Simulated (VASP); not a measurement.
Band structure of Hg₃MgTe₄ (ordered alloy cell). Method: PBEsol GGA, VASP's PBE PAW potentials (set 64) (plane waves; VASP 6.6.1).

Unless said otherwise, spin-orbit coupling is left out, though it shifts the bands of the heavy elements here.

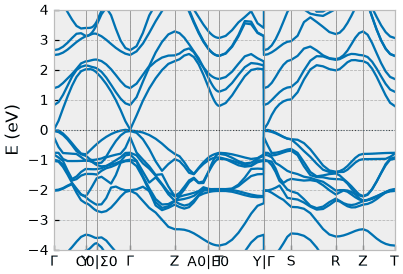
Fig. 1. Bands along high-symmetry lines, zero at the valence-band maximum or, without a gap, the Fermi level

Q: Read the plot: is there a gap, and where are the band edges?

A: It has no gap at this level: it comes out as a metal or semimetal. (Edges off the drawn lines would not show.)

The structure was generated: Hg3MgTe4 was put into an ordered model structure (Amm2), which need not be its known phase. It was relaxed first.
